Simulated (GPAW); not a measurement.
# AlH3S2 (SMILES [SH][AlH][SH]): levels of theory compared

Wanted: a comparison of 3 runs (PBE/real-space grid, vdW-DF-cx/real-space grid, PBE/dzp) of AlH3S2. Input form: an ASE script.

The calculation is run with GPAW 26.7.0.

2 further runs of the same task are left out: 2 set aside as unsound or not needed. Runs told in other sessions of the task aren't counted.

### Step 1. The system as given

AlH3S2 has 6 atoms, charge 0, and is taken as a singlet. SMILES: `[SH][AlH][SH]`. The shape comes from GFN2-xTB, which is rough for such elements, and wasn't checked as a minimum. This is one conformer, not always the lowest.

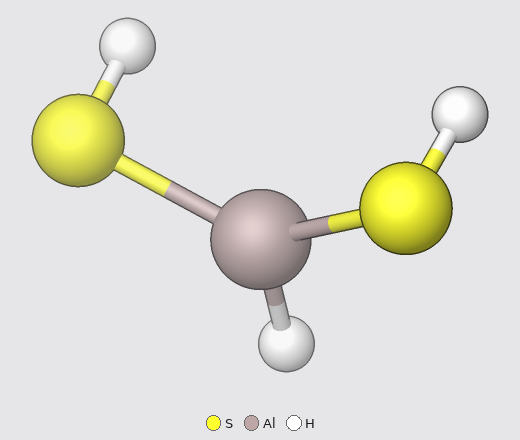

Viewed from a chosen angle; sulfur yellow, aluminium light grey, hydrogen white.

### Step 2. Energy and one-electron properties at PBE/real-space grid (scalar-relativistic datasets) (run 1)

alh3s2_sp.py reads:

```python
import numpy as np
from ase import Atoms
from ase.units import Bohr, Debye
from gpaw import GPAW

positions_bohr = np.array(
              [[ -2.440071,  -2.055625,  -2.283961],
               [  0.808425,   0.072112,  -0.830629],
               [  2.687644,  -0.545961,   2.810457],
               [ -4.097153,  -0.533678,  -1.155208],
               [  1.939577,   2.078396,  -2.566966],
               [  1.101578,   0.984755,   4.026307]])
atoms = Atoms(['S', 'Al', 'S', 'H', 'H', 'H'], positions=positions_bohr * Bohr)
atoms.center(vacuum=4.5)

calc = GPAW(mode='fd', xc='PBE', maxiter=150, h=0.18, txt='-')
atoms.calc = calc

energy = atoms.get_potential_energy()
print(f'Energy                  {energy:.5f} eV')
forces = atoms.get_forces()
print('Forces (eV/Ang)')
for symbol, f in zip(atoms.symbols, forces):
    print(f'{symbol:2} {f[0]:9.4f} {f[1]:9.4f} {f[2]:9.4f}')
dipole = atoms.get_dipole_moment() / Debye
print(f'Dipole = {np.linalg.norm(dipole):.3f} D')
homo, lumo = calc.get_homo_lumo()
print(f'HOMO: {homo:.3f} eV')
print(f'LUMO                    {lumo:.3f} eV')
print(f'Gap: {lumo - homo:.3f} eV')
```

Run with:

```bash
$ python3 -u alh3s2_sp.py | tee alh3s2_sp.out
```

Standard output:

```text
[...]
Number of symmetries: 1
[...]
  Number of IBZ points: 1
[...]
Spin-components: 1 (collinear spins)
Bands:           15
[...]
  Valence electrons: 18.0
[...]
  Grid points: [68 64 68]
  Charge: 0.0  # |e|
[...]
    cutoffs:
[...]
occupation numbers:
  # Zero width
[...]
xc functional:
  name: PBE with 2 nearest neighbor stencil
[...]
|iter     |     time |      energy | eigst |  dens |
[...]
|iter:   1| 00:00:06 |  -24.124099 | +0.96 |       |
[...]
|iter:  15| 00:00:46 |  -22.604026c| -7.84c| -5.93c|
Converged in 15 steps
[...]
Energy contributions relative to reference atoms: (reference = -28356.133547)
Energy contributions:
  Kinetic:          31.318109
  Coulomb:         -32.312690
  Zero:              0.270424
  External:          0.000000
  Xc:              -21.879869
  Entropy:           0.000000
  Spinorbit:         0.000000
  ----------------------------
  Free energy:     -22.604026
  Extrapolated:    -22.604026
dipole moment: (-0.131712, 0.219289, 0.070372)  # |e|*Ang
Fermi level: -4.495
Eigenvalues  # (at kpt = [0.000, 0.000, 0.000])
| band index |      eig [eV] | occ [0-2] |
|------------|---------------|-----------|
|          0 |       -18.250 |     2.000 |
|          1 |       -18.017 |     2.000 |
|          2 |       -10.944 |     2.000 |
|          3 |       -10.209 |     2.000 |
|          4 |        -9.596 |     2.000 |
|          5 |        -7.886 |     2.000 |
|          6 |        -7.730 |     2.000 |
|          7 |        -6.398 |     2.000 |
|          8 |        -6.250 |     2.000 |
|          9 |        -2.741 |     0.000 |
|         10 |        -1.598 |     0.000 |
|         11 |        -0.578 |     0.000 |
[...]
Gap: 3.509 eV
Transition (v -> c):
[...]
Forces (eV/Ang)
S     0.1324   -0.6594   -0.4423
Al   -0.2334   -0.1721    0.2677
S     0.6072   -0.4778    0.0798
H    -0.3713    0.3820    0.3360
H     0.3930    0.5942   -0.5720
H    -0.4511    0.3588    0.2705
Dipole = 1.274 D
HOMO: -6.250 eV
LUMO                    -2.741 eV
Gap: 3.509 eV
```

Run time: 47 s. Hardware: 1 thread of Intel Xeon Platinum 8175M at 2.50GHz (Skylake/Cascade Lake), shared host; peak memory 0.75 GiB.

### Step 3. Energy and one-electron properties at vdW-DF-cx/real-space grid (scalar-relativistic datasets) (run 2)

mol_sp.py reads:

```python
import numpy as np
from ase import Atoms
from ase.units import Debye
from gpaw import GPAW

system = Atoms('SAlSHHH',
    positions=[[ -1.291230,  -1.087790,  -1.208620],
               [  0.427800,   0.038160,  -0.439550],
               [  1.422240,  -0.288910,   1.487230],
               [ -2.168120,  -0.282410,  -0.611310],
               [  1.026380,   1.099840,  -1.358380],
               [  0.582930,   0.521110,   2.130630]])
system.center(vacuum=5.0)

calc = GPAW(mode='fd',
            h=0.2,
            xc={'name': 'vdW-DF-cx', 'backend': 'libvdwxc'},
            maxiter=150,
            txt='mol.txt')
system.calc = calc

energy = system.get_potential_energy()
print(f'Energy: {energy:.5f} eV')
dipole = system.get_dipole_moment() / Debye
print(f'Dipole                  {np.linalg.norm(dipole):.3f} D')
```

Run with:

```bash
$ python3 mol_sp.py
```

Standard output:

```text
Energy: 1.62314 eV
Dipole                  1.283 D
```

mol.txt:

```text
__  _  _
 | _ |_)|_||  |
 |__||  | ||/\| - 26.7.0

units:  Angstrom and eV
cores:  1
OpenMP: False

Versions:
  Python: 3.12.14
  ASE:    3.29.0
  Numpy:  2.5.5
  Scipy:  1.18.1
  Libxc:  7.0.0

        _gpaw.cpython-312-x86_64-linux-gnu.so

Input parameters:
  mode=FD(),
  h=0.2,
  maxiter=150,
  xc=XC(name='vdW-DF-cx', backend='libvdwxc')

Diagonalizing LCAO Hamiltonian
Converting LCAO to fd mode
        .--------------------------------.
       /|                                |
      / |                                |
     /  |                                |
    /   |                                |
   /    |                                |
  /     |                                |
 *      |                                |
 |      |                                |
 |      |                                |
 |      |               H                |
 |      |                S               |
 |      |                                |
 |      |       H      Al                |
 |      |                H               |
[... 42 lines left out ...]
|   |                                coordinates |     weight |
[... 101 lines left out ...]
Reference energy: -28356.133547  # eV
[... 3 lines left out ...]
  Converge bands: occupied
[... 12 lines left out ...]
  Fourier metric: weight=20.0, sigma=0.015
[... 19 lines left out ...]
convergence criteria:
- Maximum [total energy] change in last 3 cyles: 0.0005 eV / valence electron
[... 13 lines left out ...]
Converged in 14 steps
SCF loop duration: 104.329 s (7.452 s/step)
Energy contributions relative to reference atoms: (reference = -28356.133547)

Energy contributions:
  Kinetic:          30.042441
  Coulomb:         -30.987671
  Zero:              0.199784
  External:          0.000000
  Xc:                2.368585
  Entropy:           0.000000
  Spinorbit:         0.000000
  ----------------------------
  Free energy:       1.623139
  Extrapolated:      1.623139

dipole moment: (-0.131663, 0.221715, 0.069344)  # |e|*Ang

Fermi level: -4.474
Eigenvalues  # (at kpt = [0.000, 0.000, 0.000])
| band index |      eig [eV] | occ [0-2] |
|------------|---------------|-----------|
|          0 |       -18.170 |     2.000 |
|          1 |       -17.936 |     2.000 |
|          2 |       -10.900 |     2.000 |
[... 11 lines of this table left out ...]
|         14 |         0.217 |     0.000 |

Gap: 3.518 eV
Transition (v -> c):
  (s=0, k=0, n=8, [0.00, 0.00, 0.00]) -> (s=0, k=0, n=9, [0.00, 0.00, 0.00])
No difference between direct/indirect transitions
vacuum-level: 0.000  # V

timing:  # [seconds]
  Total: 113.374  # ━━━━━━━━━━━━━━━━━━━━━━━━━━━━━━━━━━━━━━━━━━━━━━━━━━━━━━━━━
  Init:    9.005  # ━━━━╸
  SCF:   104.329  # ━━━━━━━━━━━━━━━━━━━━━━━━━━━━━━━━━━━━━━━━━━━━━━━━━━━━╸

Max RSS: 1138.035  # MiB
```

It took 1.9 min on 1 thread of Intel Xeon Platinum 8175M at 2.50GHz (Skylake/Cascade Lake), shared host; peak memory 1.1 GiB.

### Step 4. Energy and one-electron properties at PBE/dzp (scalar-relativistic datasets) (run 3)

AlH3S2_sp.py reads:

```python
import numpy as np
from ase import Atoms
from ase.units import Bohr, Debye
from gpaw import GPAW

positions_bohr = np.array(
              [[ -2.440071,  -2.055625,  -2.283961],
               [  0.808425,   0.072112,  -0.830629],
               [  2.687644,  -0.545961,   2.810457],
               [ -4.097153,  -0.533678,  -1.155208],
               [  1.939577,   2.078396,  -2.566966],
               [  1.101578,   0.984755,   4.026307]])
atoms = Atoms('SAlSHHH', positions=positions_bohr * Bohr)
atoms.center(vacuum=4.5)

dft = GPAW(mode='lcao', basis='dzp', xc='PBE', h=0.18, maxiter=150, txt='-')
atoms.calc = dft

energy = atoms.get_potential_energy()
print(f'Energy                  {energy:.5f} eV')
forces = atoms.get_forces()
print('Forces (eV/Ang)')
for symbol, f in zip(atoms.symbols, forces):
    print(f'{symbol:2} {f[0]:9.4f} {f[1]:9.4f} {f[2]:9.4f}')
dipole = atoms.get_dipole_moment() / Debye
print(f'Dipole = {np.linalg.norm(dipole):.3f} D')
homo, lumo = dft.get_homo_lumo()
print(f'HOMO                    {homo:.3f} eV')
print(f'LUMO: {lumo:.3f} eV')
print(f'Gap = {lumo - homo:.3f} eV')
```

Run with:

```bash
$ python AlH3S2_sp.py > AlH3S2_sp.log
```

Standard output:

```text
[...]
Number of symmetries: 1
[...]
  Number of IBZ points: 1
[...]
basis functions: 54
Spin-components: 1 (collinear spins)
Bands:           15
[...]
  Valence electrons: 18.0
[...]
  Grid points: [68 64 68]
  Charge: 0.0  # |e|
[...]
    cutoffs:
[...]
occupation numbers:
  # Zero width
[...]
xc functional:
  name: PBE with 2 nearest neighbor stencil
[...]
|iter     |     time |      energy | eigst |  dens |
[...]
|iter:   1| 00:00:10 |  -22.539732 |      c|       |
[...]
|iter:   9| 00:00:20 |  -21.465354c|      c| -4.69c|
Converged in 9 steps
[...]
Energy contributions relative to reference atoms: (reference = -28356.133547)
Energy contributions:
  Kinetic:          31.669683
  Coulomb:         -30.804430
  Zero:             -0.008326
  External:          0.000000
  Xc:              -22.322281
  Entropy:           0.000000
  Spinorbit:         0.000000
  ----------------------------
  Free energy:     -21.465354
  Extrapolated:    -21.465354
dipole moment: (-0.164299, 0.197814, 0.109433)  # |e|*Ang
Fermi level: -4.208
Eigenvalues  # (at kpt = [0.000, 0.000, 0.000])
| band index |      eig [eV] | occ [0-2] |
|------------|---------------|-----------|
|          0 |       -18.001 |     2.000 |
|          1 |       -17.763 |     2.000 |
|          2 |       -10.761 |     2.000 |
|          3 |        -9.969 |     2.000 |
|          4 |        -9.345 |     2.000 |
|          5 |        -7.627 |     2.000 |
|          6 |        -7.442 |     2.000 |
|          7 |        -6.042 |     2.000 |
|          8 |        -5.886 |     2.000 |
|          9 |        -2.531 |     0.000 |
|         10 |        -0.698 |     0.000 |
|         11 |         0.394 |     0.000 |
[...]
Gap: 3.355 eV
Transition (v -> c):
[...]
Forces (eV/Ang)
S     0.3303   -1.0129   -0.6853
Al   -0.2254   -0.0543    0.2264
S     0.9572   -0.7898   -0.0166
H    -0.6453    0.6499    0.5456
H     0.4176    0.5990   -0.5949
H    -0.7361    0.6238    0.4718
Dipole = 1.342 D
HOMO                    -5.886 eV
LUMO: -2.531 eV
Gap = 3.355 eV
```

Run time: 22 s. Hardware: 1 thread of Intel Xeon Platinum 8175M at 2.50GHz (Skylake/Cascade Lake), shared host; peak memory 0.72 GiB.

### Step 5. All runs side by side

```
run                                                     level  grid spacing  vacuum round the molecule   energy (Eh)  dipole moment (D)  HOMO energy (eV)  LUMO energy (eV)  wall time
  1        PBE/real-space grid (scalar-relativistic datasets)          0.18                        4.5  -1042.899370               1.27             -6.25             -2.74       47 s
  2  vdW-DF-cx/real-space grid (scalar-relativistic datasets)           0.2                          5  -1042.009038               1.28             -6.23             -2.71    1.9 min
  3                    PBE/dzp (scalar-relativistic datasets)          0.18                        4.5  -1042.857525               1.34             -5.89             -2.53       22 s
```

### Step 6. Results

| quantity | value |
| --- | --- |
| run 3: energy as printed (from the program's reference atoms) | -21.4654 eV |
| run 3: dipole moment | 1.34 D |
| run 3: HOMO energy | -5.89 eV |
| run 3: LUMO energy | -2.53 eV |
| run 3: HOMO–LUMO gap | 3.35 eV |
| run 3: largest force on an atom | 1.267 eV/Å |

In words: The dipole moment (its size) runs from 1.27 D (PBE/real-space grid) to 1.34 D (PBE/dzp). The HOMO–LUMO gap runs from 3.35 eV (PBE/dzp) to 3.52 eV (vdW-DF-cx/real-space grid). The two ends differ in method and basis. Totals of different functionals can't be ranked against each other. All runs together took 3.1 min, the longest 1.9 min.
